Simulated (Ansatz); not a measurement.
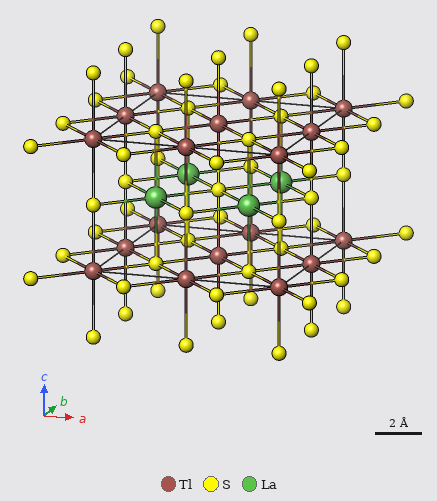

Starting frame of a dynamics run of a 16-atom cell of LaTlS2. A ball-and-stick model of the simulation cell, seen slightly off an axis. Bonds to atoms that aren't drawn are left out.

Computed with DFT, PBE, plane waves, PAW (Ansatz 0.2.0).

The input:
```yaml
crystal:
  lattice:
    - [8.5636852803, 0.0, 0.0]
    - [0.0, 8.5636852803, 0.0]
    - [0.0, 0.0, 5.9412961672]
  atoms:
    - { symbol: Tl, position: [0.0, 0.0, 0.0] }
    - { symbol: S, position: [0.0, 0.0, 0.5] }
    - { symbol: La, position: [0.25, 0.25, 0.5] }
    - { symbol: S, position: [0.25, 0.25, 0.0] }
    - { symbol: Tl, position: [0.0, 0.5, 0.0] }
    - { symbol: S, position: [0.0, 0.5, 0.5] }
    - { symbol: La, position: [0.25, 0.75, 0.5] }
    - { symbol: S, position: [0.25, 0.75, 0.0] }
    - { symbol: Tl, position: [0.5, 0.0, 0.0] }
    - { symbol: S, position: [0.5, 0.0, 0.5] }
    - { symbol: La, position: [0.75, 0.25, 0.5] }
    - { symbol: S, position: [0.75, 0.25, 0.0] }
    - { symbol: Tl, position: [0.5, 0.5, 0.0] }
    - { symbol: S, position: [0.5, 0.5, 0.5] }
    - { symbol: La, position: [0.75, 0.75, 0.5] }
    - { symbol: S, position: [0.75, 0.75, 0.0] }
kpoints:
  mp_grid: { grid: [2, 2, 2] }
hamiltonian:
  xc: pbe
scf:
  occupations: { method: fermi_dirac, width: 0.19 }
md:
  ensemble: nve
  temperature: 2200
  timestep: 1.5
  n_steps: 20
  initial_velocities: maxwell_boltzmann
  seed: 9061
```

Launched with:
```bash
ansatz run input.yaml --threads 4 --pin off --max-ram 3686MiB --backend cpu --events-out ev --progress --plain --runs-dir out
```

Predict how the run goes.

Answer. Over the second half the temperature averages 1518 K (spread ±248 K). The potential energy is still drifting at the end, so the run hasn't reached equilibrium. The potential energy in the second half lies on average 82.6 meV per atom above the first frame. In the second half of the run the atoms are, in the root-mean-square, this far from where they began (common drift taken out): S 0.29 Å, Tl 0.13 Å, La 0.11 Å. The run lasts only 30 fs, too short to tell vibration from diffusion.

Along the run (each row but the first and the last is the mean over the interval that it begins):

```csv
time (fs),potential energy (meV/atom),T (K)
0.0,0.0,2200
4.5,6.2,2149
9.0,18.5,2047
13.5,37.6,1890
18.0,62.6,1684
22.5,91.5,1445
27.0,121.4,1198
```

The paths of the atoms, magnified 2 times:

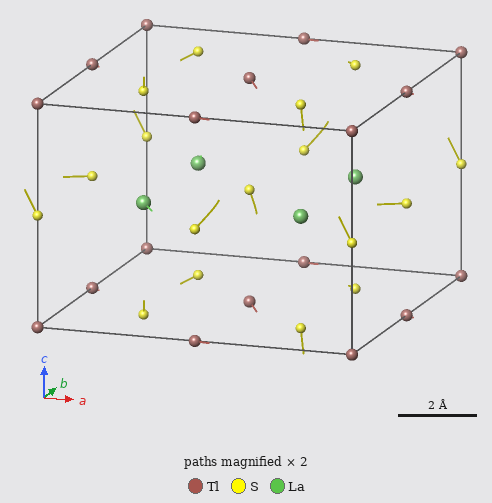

Limits of the set-up: the k-point mesh is coarse for a cell with partly filled bands.
